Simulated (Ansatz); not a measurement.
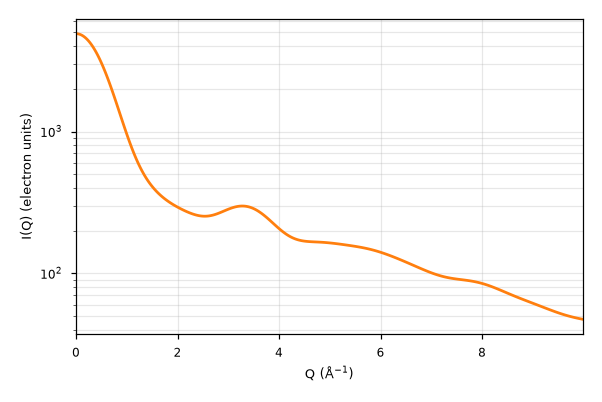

Elastic X-ray scattering of a randomly oriented, rigid molecule, calculated with the Debye equation from neutral-atom form factors (independent atoms, no Compton part, no vibration). The geometry is the end point of an optimisation (RKS PBE-D4/6-31G in Ansatz); it may be a saddle point or a higher isomer. It contains C, Si, H.

How many electrons does the independent-atom model of the molecule hold?

Answer. I(0) is the square of the electron number: I(0) = 4900, so about 70 electrons, the count of C3H10Si3.

What radius of gyration does the initial fall-off give?

Answer. From I(Q) ≈ I(0) exp(−Q²R²/3) at small Q, R ≈ 2.42 Å. It is larger than the electron-weighted radius of the nuclear positions alone (2.28 Å), because each atom's electron cloud adds to it.
